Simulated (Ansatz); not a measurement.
# AlBH₂ (triplet): B2PLYP, PBE-QIDH, RPA-PBE over a scan of the scale of all distances, 6-31G

How well do these functionals follow the top wave-function level for AlBH₂ (triplet) over a scan of the scale of all distances?

Computed with Ansatz 0.2.0, Gaussian basis. Level: 6-31G, all electrons in the functionals, frozen cores in the correlation of double hybrids and RPA.

The runs, in order: B2PLYP, PBE-QIDH, RPA-PBE, at 0.891; 1.000; 1.112; 1.312; 1.517; 1.743; 2.025; 2.383.

14 further runs of the same task are left out: 13 that didn't finish, 1 set aside as unsound or not needed. Runs told in other sessions of the task aren't counted.

### 1 The geometry

The geometry derives from a PBE0/def2-TZVP stationary point (not a proven minimum). All distances are scaled together.

4 atoms, charge 0, spin multiplicity 3.

Atoms are counted from 1 here; the program's logs count them from 0.

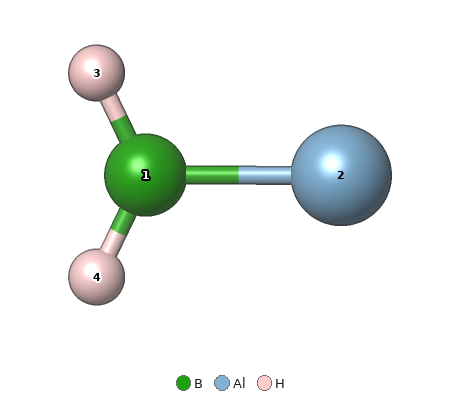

The geometry (boron green, aluminium light blue, hydrogen pink); atoms are numbered from 1 in the order of the file.

No dispersion term is added.

The geometry shown and the zero of energy belong to the point 1.000. The yardstick, FCI, and other wave-function levels (R restricted, U unrestricted, valence and pair active spaces) come from earlier runs.

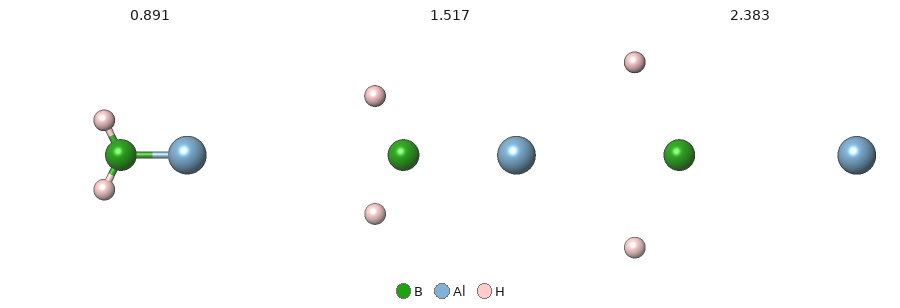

Three points of the scan; sticks are drawn by distance.

### 2 B2PLYP, 0.891

File in.yaml:

```yaml
crystal:
  periodic: [false, false, false]
  atoms:
    - {symbol: B, position_ang: [0.000000, 0.000000, 1.219678]}
    - {symbol: Al, position_ang: [0.000000, 0.000000, -0.614247]}
    - {symbol: H, position_ang: [0.000000, 0.960152, 1.680358]}
    - {symbol: H, position_ang: [0.000000, -0.960152, 1.680358]}
basis:
  gaussian: {orbitals: 6-31G}
magnetization: {spin_polarized: true, initial_magnetization: 2}
hamiltonian: {xc: {name: B2PLYP}}
correlation: {electrons: outside_noble_gas}
```

Launch:

```bash
> ansatz run in.yaml --threads 1 --pin off --events-out ev --progress --plain --max-ram 2393MiB
```

Standard output:

```text
Functional definition: B2PLYP
  name "B2PLYP"
  cite "Grimme, J. Chem. Phys. 124, 034108 (2006) doi:10.1063/1.2148954"
  cite "Becke, Phys. Rev. A 38, 3098 (1988) doi:10.1103/PhysRevA.38.3098"
  cite "Lee, Yang & Parr, Phys. Rev. B 37, 785 (1988) doi:10.1103/PhysRevB.37.785"
  parameter a = 0.53
  parameter c = 0.27
  exchange = (1 - a)*b88_x + a*exact_x
  correlation = (1 - c)*lyp_c + c*(mp2_os + mp2_ss)
328 factors; integrals over basis functions are off by at most 1.8e-4 eV
mean field evaluation 1: about -7292.9816 eV, gradient 1.7e1 eV
mean field evaluation 2: about -7292.9788 eV, gradient 1.7e1 eV
mean field evaluation 4: about -7295.5772 eV, gradient 9.0e-1 eV
mean field evaluation 8: about -7295.6035 eV, gradient 7.4e-2 eV
mean field evaluation 16: about -7295.6039 eV, gradient 1.8e-5 eV
mean field -7295.60393812 eV, -268.1084995881 hartree, gradient 1.8e-6 eV, S^2 2.006137; 0 other end points of the search recorded, 0 dependent functions left out
6 core orbitals not correlated: weight in the atoms' cores, before any rotation towards them, 1.000 or more for the frozen orbitals, at most 0.000 for the correlated occupied ones
reference -7295.60405571 eV, -268.1085039093 hartree; 5, 3 occupied and 15, 17 virtual orbitals, 328 factors
second order -2.64974071 eV of doubles, -0.00000000 eV of singles
Total energy: -7296.31948570 eV, -268.1347954766 hartree
```

It took 0.93 s on 1 thread of Arm Neoverse V1, shared host.

From the report: ⟨S²⟩ of the determinant 2.006 (pure triplet: 2.00).

### 3 B2PLYP, 1.000

File in.yaml:

```yaml
crystal:
  periodic: [false, false, false]
  atoms:
    - {symbol: B, position_ang: [0.000000, 0.000000, 1.368886]}
    - {symbol: Al, position_ang: [0.000000, 0.000000, -0.689391]}
    - {symbol: H, position_ang: [0.000000, 1.077612, 1.885924]}
    - {symbol: H, position_ang: [0.000000, -1.077612, 1.885924]}
basis:
  gaussian: {orbitals: 6-31G}
magnetization: {spin_polarized: true, initial_magnetization: 2}
hamiltonian: {xc: {name: B2PLYP}}
correlation: {electrons: outside_noble_gas}
```

Same command.

Standard output, cut to the lines that bear on the results:

```text
Functional definition: B2PLYP
  name "B2PLYP"
  cite "Grimme, J. Chem. Phys. 124, 034108 (2006) doi:10.1063/1.2148954"
  cite "Becke, Phys. Rev. A 38, 3098 (1988) doi:10.1103/PhysRevA.38.3098"
  cite "Lee, Yang & Parr, Phys. Rev. B 37, 785 (1988) doi:10.1103/PhysRevB.37.785"
[...]
328 factors; integrals over basis functions are off by at most 2.5e-4 eV
[...]
mean field -7296.54566925 eV, -268.1431075687 hartree, gradient 7.8e-7 eV, S^2 2.008784; 0 other end points of the search recorded, 0 dependent functions left out
6 core orbitals not correlated: weight in the atoms' cores, before any rotation towards them, 1.000 or more for the frozen orbitals, at most 0.000 for the correlated occupied ones
reference -7296.54579107 eV, -268.1431120456 hartree; 5, 3 occupied and 15, 17 virtual orbitals, 328 factors
second order -2.76425069 eV of doubles, -0.00000000 eV of singles
Total energy: -7297.29213876 eV, -268.1705398172 hartree
```

Wall time 0.96 s (1 thread of Arm Neoverse V1, shared host).

From the report: ⟨S²⟩ of the determinant 2.009 (pure triplet: 2.00).

### 4 B2PLYP, 1.112

File in.yaml:

```yaml
crystal:
  periodic: [false, false, false]
  atoms:
    - {symbol: B, position_ang: [0.000000, 0.000000, 1.522201]}
    - {symbol: Al, position_ang: [0.000000, 0.000000, -0.766603]}
    - {symbol: H, position_ang: [0.000000, 1.198305, 2.097148]}
    - {symbol: H, position_ang: [0.000000, -1.198305, 2.097148]}
basis:
  gaussian: {orbitals: 6-31G}
magnetization: {spin_polarized: true, initial_magnetization: 2}
hamiltonian: {xc: {name: B2PLYP}}
correlation: {electrons: outside_noble_gas}
```

The command is unchanged.

Standard output, cut to the lines that bear on the results:

```text
Functional definition: B2PLYP
  name "B2PLYP"
  cite "Grimme, J. Chem. Phys. 124, 034108 (2006) doi:10.1063/1.2148954"
  cite "Becke, Phys. Rev. A 38, 3098 (1988) doi:10.1103/PhysRevA.38.3098"
  cite "Lee, Yang & Parr, Phys. Rev. B 37, 785 (1988) doi:10.1103/PhysRevB.37.785"
[...]
328 factors; integrals over basis functions are off by at most 3.1e-4 eV
[...]
mean field -7296.01144518 eV, -268.1234751960 hartree, gradient 5.7e-6 eV, S^2 2.012870; 4 other end points of the search recorded, 0 dependent functions left out
6 core orbitals not correlated: weight in the atoms' cores, before any rotation towards them, 1.000 or more for the frozen orbitals, at most 0.000 for the correlated occupied ones
reference -7296.01157194 eV, -268.1234798544 hartree; 5, 3 occupied and 15, 17 virtual orbitals, 328 factors
second order -2.90571130 eV of doubles, -0.00000000 eV of singles
Total energy: -7296.79611399 eV, -268.1523112430 hartree
```

It took 1.3 s on 1 thread of Arm Neoverse V1, shared host.

From the report: ⟨S²⟩ of the determinant 2.013 (pure triplet: 2.00).

From 1.000: +11.4 kcal/mol.

### 5 B2PLYP, 1.312

File in.yaml:

```yaml
crystal:
  periodic: [false, false, false]
  atoms:
    - {symbol: B, position_ang: [0.000000, 0.000000, 1.795979]}
    - {symbol: Al, position_ang: [0.000000, 0.000000, -0.904481]}
    - {symbol: H, position_ang: [0.000000, 1.413827, 2.474333]}
    - {symbol: H, position_ang: [0.000000, -1.413827, 2.474333]}
basis:
  gaussian: {orbitals: 6-31G}
magnetization: {spin_polarized: true, initial_magnetization: 2}
hamiltonian: {xc: {name: B2PLYP}}
correlation: {electrons: outside_noble_gas}
```

Launched as before.

Standard output, cut to the lines that bear on the results:

```text
Functional definition: B2PLYP
  name "B2PLYP"
  cite "Grimme, J. Chem. Phys. 124, 034108 (2006) doi:10.1063/1.2148954"
  cite "Becke, Phys. Rev. A 38, 3098 (1988) doi:10.1103/PhysRevA.38.3098"
  cite "Lee, Yang & Parr, Phys. Rev. B 37, 785 (1988) doi:10.1103/PhysRevB.37.785"
[...]
328 factors; integrals over basis functions are off by at most 2.9e-4 eV
[...]
mean field -7293.69314719 eV, -268.0382793164 hartree, gradient 8.8e-6 eV, S^2 2.015213; 5 other end points of the search recorded, 0 dependent functions left out
6 core orbitals not correlated: weight in the atoms' cores, before any rotation towards them, 1.000 or more for the frozen orbitals, at most 0.000 for the correlated occupied ones
reference -7293.69328191 eV, -268.0382842672 hartree; 5, 3 occupied and 15, 17 virtual orbitals, 328 factors
second order -3.15834777 eV of doubles, -0.00000000 eV of singles
Total energy: -7294.54603580 eV, -268.0696223949 hartree
```

It took 1.8 s on 1 thread of Arm Neoverse V1, shared host.

From the report: ⟨S²⟩ of the determinant 2.015 (pure triplet: 2.00).

From 1.000: +63.3 kcal/mol.

### 6 B2PLYP, 1.517

File in.yaml:

```yaml
crystal:
  periodic: [false, false, false]
  atoms:
    - {symbol: B, position_ang: [0.000000, 0.000000, 2.076600]}
    - {symbol: Al, position_ang: [0.000000, 0.000000, -1.045806]}
    - {symbol: H, position_ang: [0.000000, 1.634737, 2.860947]}
    - {symbol: H, position_ang: [0.000000, -1.634737, 2.860947]}
basis:
  gaussian: {orbitals: 6-31G}
magnetization: {spin_polarized: true, initial_magnetization: 2}
hamiltonian: {xc: {name: B2PLYP}}
correlation: {electrons: outside_noble_gas}
```

Same command.

Standard output, cut to the lines that bear on the results:

```text
Functional definition: B2PLYP
  name "B2PLYP"
  cite "Grimme, J. Chem. Phys. 124, 034108 (2006) doi:10.1063/1.2148954"
  cite "Becke, Phys. Rev. A 38, 3098 (1988) doi:10.1103/PhysRevA.38.3098"
  cite "Lee, Yang & Parr, Phys. Rev. B 37, 785 (1988) doi:10.1103/PhysRevB.37.785"
[...]
328 factors; integrals over basis functions are off by at most 2.7e-4 eV
[...]
mean field -7291.25715356 eV, -267.9487582018 hartree, gradient 1.2e-6 eV, S^2 2.032047; 7 other end points of the search recorded, 0 dependent functions left out
6 core orbitals not correlated: weight in the atoms' cores, before any rotation towards them, 1.000 or more for the frozen orbitals, at most 0.000 for the correlated occupied ones
reference -7291.25729986 eV, -267.9487635781 hartree; 5, 3 occupied and 15, 17 virtual orbitals, 328 factors
second order -3.06746363 eV of doubles, -0.00000000 eV of singles
Total energy: -7292.08551504 eV, -267.9791999245 hartree
```

Wall time 2 s (1 thread of Arm Neoverse V1, shared host).

From the report: ⟨S²⟩ of the determinant 2.032 (pure triplet: 2.00).

From 1.000: +120.1 kcal/mol.

### 7 B2PLYP, 1.743

File in.yaml:

```yaml
crystal:
  periodic: [false, false, false]
  atoms:
    - {symbol: B, position_ang: [0.000000, 0.000000, 2.385969]}
    - {symbol: Al, position_ang: [0.000000, 0.000000, -1.201608]}
    - {symbol: H, position_ang: [0.000000, 1.878278, 3.287166]}
    - {symbol: H, position_ang: [0.000000, -1.878278, 3.287166]}
basis:
  gaussian: {orbitals: 6-31G}
magnetization: {spin_polarized: true, initial_magnetization: 2}
hamiltonian: {xc: {name: B2PLYP}}
correlation: {electrons: outside_noble_gas}
```

The command is unchanged.

Standard output, cut to the lines that bear on the results:

```text
Functional definition: B2PLYP
  name "B2PLYP"
  cite "Grimme, J. Chem. Phys. 124, 034108 (2006) doi:10.1063/1.2148954"
  cite "Becke, Phys. Rev. A 38, 3098 (1988) doi:10.1103/PhysRevA.38.3098"
  cite "Lee, Yang & Parr, Phys. Rev. B 37, 785 (1988) doi:10.1103/PhysRevB.37.785"
[...]
328 factors; integrals over basis functions are off by at most 1.7e-4 eV
[...]
mean field -7289.52539806 eV, -267.8851173608 hartree, gradient 1.0e-6 eV, S^2 2.234275; 8 other end points of the search recorded, 0 dependent functions left out
6 core orbitals not correlated: weight in the atoms' cores, before any rotation towards them, 1.000 or more for the frozen orbitals, at most 0.000 for the correlated occupied ones
reference -7289.52555901 eV, -267.8851232759 hartree; 5, 3 occupied and 15, 17 virtual orbitals, 328 factors
second order -2.43059101 eV of doubles, -0.00000000 eV of singles
Total energy: -7290.18181859 eV, -267.9092403703 hartree
```

Wall time 6 s (1 thread of Arm Neoverse V1, shared host).

From the report: ⟨S²⟩ of the determinant 2.234 (pure triplet: 2.00).

From 1.000: +164.0 kcal/mol.

### 8 B2PLYP, 2.025

File in.yaml:

```yaml
crystal:
  periodic: [false, false, false]
  atoms:
    - {symbol: B, position_ang: [0.000000, 0.000000, 2.771994]}
    - {symbol: Al, position_ang: [0.000000, 0.000000, -1.396016]}
    - {symbol: H, position_ang: [0.000000, 2.182164, 3.818996]}
    - {symbol: H, position_ang: [0.000000, -2.182164, 3.818996]}
basis:
  gaussian: {orbitals: 6-31G}
magnetization: {spin_polarized: true, initial_magnetization: 2}
hamiltonian: {xc: {name: B2PLYP}}
correlation: {electrons: outside_noble_gas}
```

Launched as before.

Standard output, cut to the lines that bear on the results:

```text
Functional definition: B2PLYP
  name "B2PLYP"
  cite "Grimme, J. Chem. Phys. 124, 034108 (2006) doi:10.1063/1.2148954"
  cite "Becke, Phys. Rev. A 38, 3098 (1988) doi:10.1103/PhysRevA.38.3098"
  cite "Lee, Yang & Parr, Phys. Rev. B 37, 785 (1988) doi:10.1103/PhysRevB.37.785"
[...]
328 factors; integrals over basis functions are off by at most 1.4e-4 eV
[...]
mean field -7288.59609406 eV, -267.8509660687 hartree, gradient 5.6e-6 eV, S^2 2.494307; 12 other end points of the search recorded, 0 dependent functions left out
6 core orbitals not correlated: weight in the atoms' cores, before any rotation towards them, 1.000 or more for the frozen orbitals, at most 0.000 for the correlated occupied ones
reference -7288.59626249 eV, -267.8509722587 hartree; 5, 3 occupied and 15, 17 virtual orbitals, 328 factors
second order -1.97387952 eV of doubles, -0.00000000 eV of singles
Total energy: -7289.12920997 eV, -267.8705577170 hartree
```

It took 8.5 s on 1 thread of Arm Neoverse V1, shared host.

From the report: ⟨S²⟩ of the determinant 2.494 (pure triplet: 2.00).

From 1.000: +188.2 kcal/mol.

### 9 B2PLYP, 2.383

File in.yaml:

```yaml
crystal:
  periodic: [false, false, false]
  atoms:
    - {symbol: B, position_ang: [0.000000, 0.000000, 3.262056]}
    - {symbol: Al, position_ang: [0.000000, 0.000000, -1.642818]}
    - {symbol: H, position_ang: [0.000000, 2.567949, 4.494157]}
    - {symbol: H, position_ang: [0.000000, -2.567949, 4.494157]}
basis:
  gaussian: {orbitals: 6-31G}
magnetization: {spin_polarized: true, initial_magnetization: 2}
hamiltonian: {xc: {name: B2PLYP}}
correlation: {electrons: outside_noble_gas}
```

The command is unchanged.

Standard output, cut to the lines that bear on the results:

```text
Functional definition: B2PLYP
  name "B2PLYP"
  cite "Grimme, J. Chem. Phys. 124, 034108 (2006) doi:10.1063/1.2148954"
  cite "Becke, Phys. Rev. A 38, 3098 (1988) doi:10.1103/PhysRevA.38.3098"
  cite "Lee, Yang & Parr, Phys. Rev. B 37, 785 (1988) doi:10.1103/PhysRevB.37.785"
[...]
328 factors; integrals over basis functions are off by at most 3.0e-4 eV
[...]
mean field -7288.06247414 eV, -267.8313558984 hartree, gradient 4.3e-6 eV, S^2 2.782457; 18 other end points of the search recorded, 0 dependent functions left out
6 core orbitals not correlated: weight in the atoms' cores, before any rotation towards them, 1.000 or more for the frozen orbitals, at most 0.000 for the correlated occupied ones
reference -7288.06266536 eV, -267.8313629255 hartree; 5, 3 occupied and 15, 17 virtual orbitals, 328 factors
second order -1.64802973 eV of doubles, -0.00000000 eV of singles
Total energy: -7288.50763338 eV, -267.8477151989 hartree
```

Wall time 21 s (1 thread of Arm Neoverse V1, shared host).

From the report: ⟨S²⟩ of the determinant 2.782 (pure triplet: 2.00). The determinant of B2PLYP (⟨S²⟩ 2.78) is far from a pure spin state, so its energy mixes those of several spin states; that is harmless only where they are near-degenerate.

From 1.000: +202.6 kcal/mol.

### 10 PBE-QIDH, 0.891

File in.yaml:

```yaml
crystal:
  periodic: [false, false, false]
  atoms:
    - {symbol: B, position_ang: [0.000000, 0.000000, 1.219678]}
    - {symbol: Al, position_ang: [0.000000, 0.000000, -0.614247]}
    - {symbol: H, position_ang: [0.000000, 0.960152, 1.680358]}
    - {symbol: H, position_ang: [0.000000, -0.960152, 1.680358]}
basis:
  gaussian: {orbitals: 6-31G}
magnetization: {spin_polarized: true, initial_magnetization: 2}
hamiltonian: {xc: {name: PBE-QIDH}}
correlation: {electrons: outside_noble_gas}
```

Launched as before.

Standard output, cut to the lines that bear on the results:

```text
Functional definition: PBE-QIDH
  name "PBE-QIDH"
  cite "Brémond, Sancho-García, Pérez-Jiménez & Adamo, J. Chem. Phys. 141, 031101 (2014) doi:10.1063/1.4890314"
  cite "Perdew, Burke & Ernzerhof, Phys. Rev. Lett. 77, 3865 (1996) doi:10.1103/PhysRevLett.77.3865"
[...]
328 factors; integrals over basis functions are off by at most 1.8e-4 eV
[...]
mean field -7292.61389469 eV, -267.9986175188 hartree, gradient 4.2e-6 eV, S^2 2.007466; 0 other end points of the search recorded, 0 dependent functions left out
6 core orbitals not correlated: weight in the atoms' cores, before any rotation towards them, 1.000 or more for the frozen orbitals, at most 0.000 for the correlated occupied ones
reference -7292.61390485 eV, -267.9986178918 hartree; 5, 3 occupied and 15, 17 virtual orbitals, 328 factors
second order -2.38234880 eV of doubles, -0.00000000 eV of singles
Total energy: -7293.40802111 eV, -268.0278011263 hartree
```

It took 0.97 s on 1 thread of Arm Neoverse V1, shared host.

From the report: ⟨S²⟩ of the determinant 2.007 (pure triplet: 2.00).

### 11 PBE-QIDH, 1.000

File in.yaml:

```yaml
crystal:
  periodic: [false, false, false]
  atoms:
    - {symbol: B, position_ang: [0.000000, 0.000000, 1.368886]}
    - {symbol: Al, position_ang: [0.000000, 0.000000, -0.689391]}
    - {symbol: H, position_ang: [0.000000, 1.077612, 1.885924]}
    - {symbol: H, position_ang: [0.000000, -1.077612, 1.885924]}
basis:
  gaussian: {orbitals: 6-31G}
magnetization: {spin_polarized: true, initial_magnetization: 2}
hamiltonian: {xc: {name: PBE-QIDH}}
correlation: {electrons: outside_noble_gas}
```

The command is unchanged.

Standard output, cut to the lines that bear on the results:

```text
Functional definition: PBE-QIDH
  name "PBE-QIDH"
  cite "Brémond, Sancho-García, Pérez-Jiménez & Adamo, J. Chem. Phys. 141, 031101 (2014) doi:10.1063/1.4890314"
  cite "Perdew, Burke & Ernzerhof, Phys. Rev. Lett. 77, 3865 (1996) doi:10.1103/PhysRevLett.77.3865"
[...]
328 factors; integrals over basis functions are off by at most 2.5e-4 eV
[...]
mean field -7293.54020006 eV, -268.0326586130 hartree, gradient 5.0e-6 eV, S^2 2.011248; 4 other end points of the search recorded, 0 dependent functions left out
6 core orbitals not correlated: weight in the atoms' cores, before any rotation towards them, 1.000 or more for the frozen orbitals, at most 0.000 for the correlated occupied ones
reference -7293.54021030 eV, -268.0326589894 hartree; 5, 3 occupied and 15, 17 virtual orbitals, 328 factors
second order -2.47109326 eV of doubles, -0.00000000 eV of singles
Total energy: -7294.36390805 eV, -268.0629293235 hartree
```

Run time: 1.4 s. Hardware: 1 thread of Arm Neoverse V1, shared host.

From the report: ⟨S²⟩ of the determinant 2.011 (pure triplet: 2.00).

### 12 PBE-QIDH, 1.112

File in.yaml:

```yaml
crystal:
  periodic: [false, false, false]
  atoms:
    - {symbol: B, position_ang: [0.000000, 0.000000, 1.522201]}
    - {symbol: Al, position_ang: [0.000000, 0.000000, -0.766603]}
    - {symbol: H, position_ang: [0.000000, 1.198305, 2.097148]}
    - {symbol: H, position_ang: [0.000000, -1.198305, 2.097148]}
basis:
  gaussian: {orbitals: 6-31G}
magnetization: {spin_polarized: true, initial_magnetization: 2}
hamiltonian: {xc: {name: PBE-QIDH}}
correlation: {electrons: outside_noble_gas}
```

The command is unchanged.

Standard output, cut to the lines that bear on the results:

```text
Functional definition: PBE-QIDH
  name "PBE-QIDH"
  cite "Brémond, Sancho-García, Pérez-Jiménez & Adamo, J. Chem. Phys. 141, 031101 (2014) doi:10.1063/1.4890314"
  cite "Perdew, Burke & Ernzerhof, Phys. Rev. Lett. 77, 3865 (1996) doi:10.1103/PhysRevLett.77.3865"
[...]
328 factors; integrals over basis functions are off by at most 3.1e-4 eV
[...]
mean field -7292.96134627 eV, -268.0113861285 hartree, gradient 9.1e-6 eV, S^2 2.018041; 4 other end points of the search recorded, 0 dependent functions left out
6 core orbitals not correlated: weight in the atoms' cores, before any rotation towards them, 1.000 or more for the frozen orbitals, at most 0.000 for the correlated occupied ones
reference -7292.96135666 eV, -268.0113865106 hartree; 5, 3 occupied and 15, 17 virtual orbitals, 328 factors
second order -2.58082255 eV of doubles, -0.00000000 eV of singles
Total energy: -7293.82163085 eV, -268.0430010037 hartree
```

Wall time 1.4 s (1 thread of Arm Neoverse V1, shared host).

From the report: ⟨S²⟩ of the determinant 2.018 (pure triplet: 2.00).

From 1.000: +12.5 kcal/mol.

### 13 PBE-QIDH, 1.312

File in.yaml:

```yaml
crystal:
  periodic: [false, false, false]
  atoms:
    - {symbol: B, position_ang: [0.000000, 0.000000, 1.795979]}
    - {symbol: Al, position_ang: [0.000000, 0.000000, -0.904481]}
    - {symbol: H, position_ang: [0.000000, 1.413827, 2.474333]}
    - {symbol: H, position_ang: [0.000000, -1.413827, 2.474333]}
basis:
  gaussian: {orbitals: 6-31G}
magnetization: {spin_polarized: true, initial_magnetization: 2}
hamiltonian: {xc: {name: PBE-QIDH}}
correlation: {electrons: outside_noble_gas}
```

Launched as before.

Standard output, cut to the lines that bear on the results:

```text
Functional definition: PBE-QIDH
  name "PBE-QIDH"
  cite "Brémond, Sancho-García, Pérez-Jiménez & Adamo, J. Chem. Phys. 141, 031101 (2014) doi:10.1063/1.4890314"
  cite "Perdew, Burke & Ernzerhof, Phys. Rev. Lett. 77, 3865 (1996) doi:10.1103/PhysRevLett.77.3865"
[...]
328 factors; integrals over basis functions are off by at most 2.9e-4 eV
[...]
mean field -7290.52285525 eV, -267.9217732364 hartree, gradient 3.8e-6 eV, S^2 2.024044; 6 other end points of the search recorded, 0 dependent functions left out
6 core orbitals not correlated: weight in the atoms' cores, before any rotation towards them, 1.000 or more for the frozen orbitals, at most 0.000 for the correlated occupied ones
reference -7290.52286577 eV, -267.9217736232 hartree; 5, 3 occupied and 15, 17 virtual orbitals, 328 factors
second order -2.76094084 eV of doubles, -0.00000000 eV of singles
Total energy: -7291.44317939 eV, -267.9555945247 hartree
```

Wall time 1.6 s (1 thread of Arm Neoverse V1, shared host).

From the report: ⟨S²⟩ of the determinant 2.024 (pure triplet: 2.00).

From 1.000: +67.4 kcal/mol.

[end of part 1 of 2]
